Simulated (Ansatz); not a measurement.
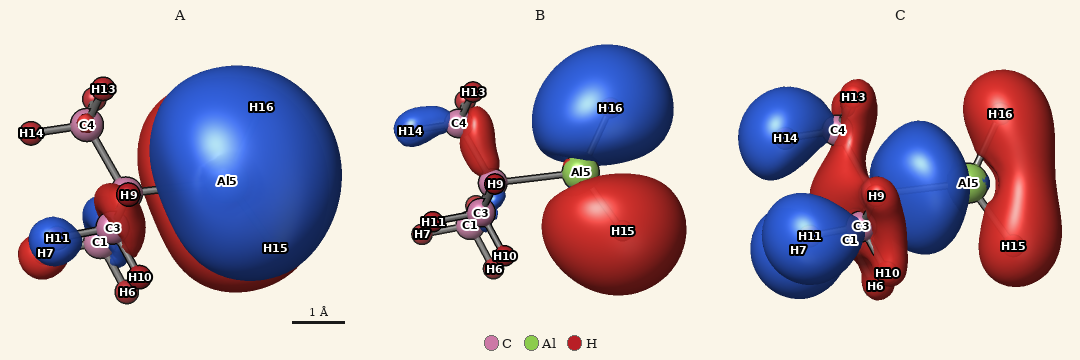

C4H11Al (SMILES C[C](C)(C)[AlH2]). Three frontier orbitals at ±0.06 Å⁻³ᐟ² (blue and red are the two phases), in no order.

Geometry: PBE0-D4/def2-TZVP.

The calculation used Ansatz, RKS PBE0-D4/def2-TZVPP.

Input

```
crystal:
  periodic: [false, false, false]
  atoms:
    - {symbol: C, position_ang: [-0.534258, 0.580749, -1.295787]}
    - {symbol: C, position_ang: [-0.011434, -0.029821, 0.005710]}
    - {symbol: C, position_ang: [1.451493, 0.380538, 0.188578]}
    - {symbol: C, position_ang: [-0.108879, -1.550257, -0.067588]}
    - {symbol: Al, position_ang: [-1.048991, 0.718304, 1.515852]}
    - {symbol: H, position_ang: [-0.485121, 1.674212, -1.289031]}
    - {symbol: H, position_ang: [0.067229, 0.235272, -2.149077]}
    - {symbol: H, position_ang: [-1.571019, 0.294528, -1.502670]}
    - {symbol: H, position_ang: [1.896677, -0.053690, 1.090342]}
    - {symbol: H, position_ang: [1.572873, 1.466965, 0.246045]}
    - {symbol: H, position_ang: [2.055213, 0.032835, -0.662243]}
    - {symbol: H, position_ang: [-1.138544, -1.890514, -0.212641]}
    - {symbol: H, position_ang: [0.267031, -2.031458, 0.840230]}
    - {symbol: H, position_ang: [0.483230, -1.935662, -0.909870]}
    - {symbol: H, position_ang: [-1.070885, 2.298427, 1.714938]}
    - {symbol: H, position_ang: [-1.847617, -0.213027, 2.531515]}
basis:
  gaussian: {orbitals: def2-TZVPP}
hamiltonian: {xc: pbe0, dispersion: d4}
output: {orbitals: {seedname: orbitals}}
```

Run with:

```sh
ansatz run in.yaml --threads 4 --pin off --events-out ev --progress --plain --max-ram 10444MiB
```

Question: Which picture is the HOMO−1, the HOMO and the LUMO?

Answer: B is the HOMO−1 (−8.28 eV). Its weight (Hirshfeld) is mainly on Al5 (about 35 %), H15 (about 30 %) and H16 (about 30 %). C is the HOMO (−6.95 eV). By Hirshfeld shares it lies mainly on C2 (about 35 %), Al5 (about 20 %), C3 (about 5 %), C1 (about 5 %) and C4 (about 5 %). A is the LUMO (−1.35 eV). Its weight (Hirshfeld) is mainly on Al5 (about 75 %).

Question: What is the HOMO–LUMO gap?

Answer: 5.60 eV between the orbital energies.
